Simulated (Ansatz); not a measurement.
```
Y Lu O
1.0
     3.54407    0.00000    0.00000
    -1.77203    3.06925    0.00000
     0.00000    0.00000   11.15698
Y Lu O
2 2 2
Direct
  0.66667 0.33333 0.38013
  0.33333 0.66667 0.61987
  0.33333 0.66667 0.12910
  0.66667 0.33333 0.87090
  0.66667 0.33333 0.08021
  0.33333 0.66667 0.91979
```

Space group P-3m1; a generated structure, not necessarily the stable one; changed on purpose from its base cell (volume × 0.88, shape and atoms relaxed); computed pressure about 10 GPa in this cell.

These are results of DFT PBE, scalar-relativistic, plane waves, PAW (Ansatz), not measurements.

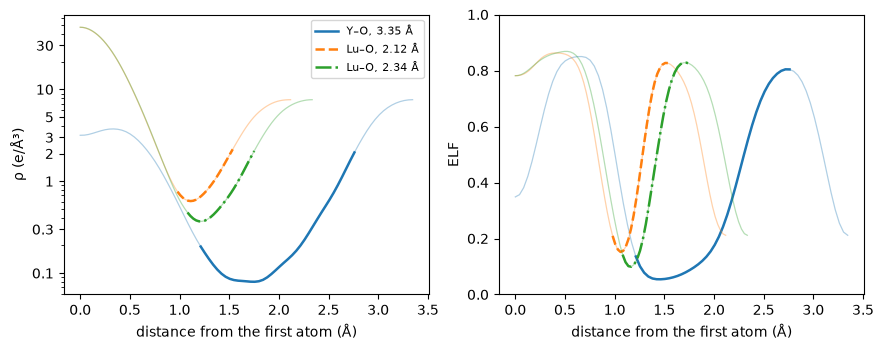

YLuO. Valence pseudo-density and ELF along straight lines between neighbouring atoms. Thin, pale parts lie inside the atomic spheres.

Core electrons are frozen (PAW), and the valence fields are smoothed inside the atomic spheres.

### What can be read from the curves?

Y–O (3.35 Å): ρ is about 0.08 e/Å³ halfway; the ELF is about 0.05 at the midpoint (no localised pair shows between them).
Lu–O (2.12 Å): the density is about 0.63 e/Å³ at the midpoint; the ELF peaks at about 0.85 in the valence shell of O, 0.6 Å from its nucleus, and drops to about 0.15 between the two atoms; no shared electron pair shows on this line.
Lu–O (2.34 Å): ρ at the midpoint is about 0.37 e/Å³; the ELF peaks at about 0.85 in the valence shell of O, 0.6 Å from its nucleus, and drops to about 0.10 between the two atoms (no shared electron pair shows on this line).
